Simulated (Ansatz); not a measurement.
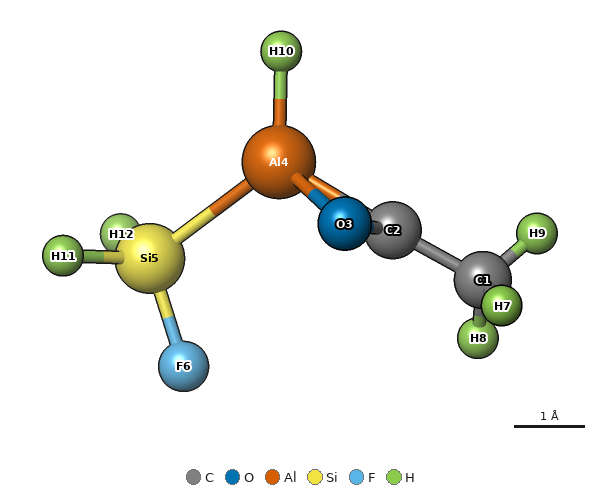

Fig. 1: The structure as given in the input (ball-and-stick view, seen at a tilt; atoms are numbered from 1 in the order of the input). Sticks mark near contacts.

## What a change does: single-point calculation on C2H6AlFOSi

System: C2H6AlFOSi.
Method of run 1: RKS SPW92 (LDA)/def2-TZVPP (Ansatz 0.2.0).

The geometry comes from this level: PBE0-D4/def2-TZVP. Text and figures count atoms from 1; the logs count them from 0 in places.

### The input, run 1
```yaml
crystal:
  periodic: [false, false, false]
  atoms:
    - {symbol: C, position_ang: [-1.896072, -1.526008, -0.289111]}
    - {symbol: C, position_ang: [-0.947383, -0.599934, 0.351480]}
    - {symbol: O, position_ang: [-1.300258, 0.566946, 0.664750]}
    - {symbol: Al, position_ang: [0.562066, 0.323173, 1.145259]}
    - {symbol: Si, position_ang: [2.060993, 1.415981, -0.464905]}
    - {symbol: F, position_ang: [1.466114, 1.195714, -1.954024]}
    - {symbol: H, position_ang: [-2.891022, -1.089444, -0.400805]}
    - {symbol: H, position_ang: [-1.488813, -1.804938, -1.266459]}
    - {symbol: H, position_ang: [-1.938608, -2.450723, 0.293505]}
    - {symbol: H, position_ang: [0.796494, 0.170498, 2.703454]}
    - {symbol: H, position_ang: [2.209513, 2.889152, -0.279671]}
    - {symbol: H, position_ang: [3.443976, 0.854482, -0.469473]}
basis:
  gaussian: {orbitals: def2-TZVPP}
hamiltonian: {xc: lda}
output: {orbitals: {seedname: orbitals}}
```

Hardware: 4 threads of Oxide Virtual Turin-like, 27 GiB of memory available, shared host.

### Output (run 1)
```
Functional definition: SPW92
  exchange = slater_x
  correlation = pw_c
1578 factors; their error is unknown
mean field evaluation 1: about -21290.8697 eV, gradient 7.4e1 eV
mean field evaluation 2: about -21250.4262 eV, gradient 1.5e2 eV
mean field evaluation 4: about -21301.8810 eV, gradient 1.6e1 eV
mean field evaluation 8: about -21302.3636 eV, gradient 2.0e-1 eV
mean field evaluation 16: about -21302.3279 eV, gradient 8.5e-4 eV
mean field -21302.32790833 eV, -782.8461113946 hartree, gradient 5.5e-5 eV, S^2 0.000000; 0 other end points of the search recorded, 0 dependent functions left out
reference -21302.32795799 eV, -782.8461132197 hartree; 31, 31 occupied and 261, 261 virtual orbitals, 1578 factors
Total energy: -21302.32795799 eV, -782.8461132197 hartree
```

For run 2 the input was changed thus:
```diff
-hamiltonian: {xc: lda}
+hamiltonian: {xc: {name: revPBE}, dispersion: d4}
```

Predict how the results change.

The total energies belong to different models, so their difference says nothing on which is more stable or more accurate. The HOMO goes from −6.10 to −5.91 eV. The LUMO goes from −3.15 to −2.82 eV.

### Output (run 2)
```
Functional definition: revPBE
  parameter kappa = 1.245
  parameter beta = 0.06672455060314922
  exchange = pbe_x(kappa = kappa, mu = beta*pi^2/3)
  correlation = pbe_c(beta = beta)
1578 factors; their error is unknown
mean field evaluation 1: about -21398.9050 eV, gradient 7.2e1 eV
mean field evaluation 2: about -21361.6906 eV, gradient 1.5e2 eV
mean field evaluation 4: about -21408.9925 eV, gradient 1.6e1 eV
mean field evaluation 8: about -21409.4926 eV, gradient 1.7e-1 eV
mean field evaluation 16: about -21409.4550 eV, gradient 3.0e-4 eV
mean field -21409.45495181 eV, -786.7829576292 hartree, gradient 3.9e-5 eV, S^2 0.000000; 0 other end points of the search recorded, 0 dependent functions left out
reference -21409.45501850 eV, -786.7829600802 hartree; 31, 31 occupied and 261, 261 virtual orbitals, 1578 factors
Total energy: -21410.15554109 eV, -786.8087038105 hartree
```

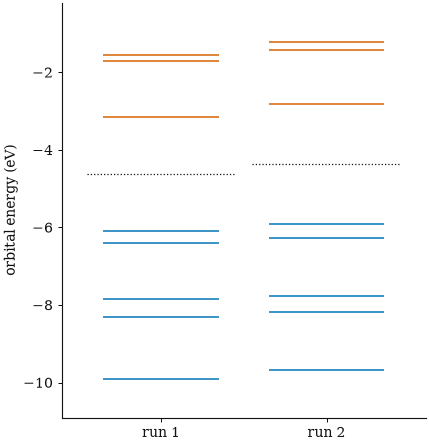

Fig. 2: The five highest filled and three lowest empty orbital energies of the two runs; the dotted lines part filled from empty levels. The HOMO–LUMO gap is 2.95 eV in run 1 and 3.10 eV in run 2.

### The two runs side by side

| quantity | run 1 | run 2 |
| --- | --- | --- |
| outcome | converged | converged |
| total energy (hartree) | −782.846113 | −786.808704 |
| HOMO (eV) | −6.10 | −5.91 |
| LUMO (eV) | −3.15 | −2.82 |
| basis functions | 292 | 292 |
| wall time (shared host) | 2.6 s | 3.4 s |
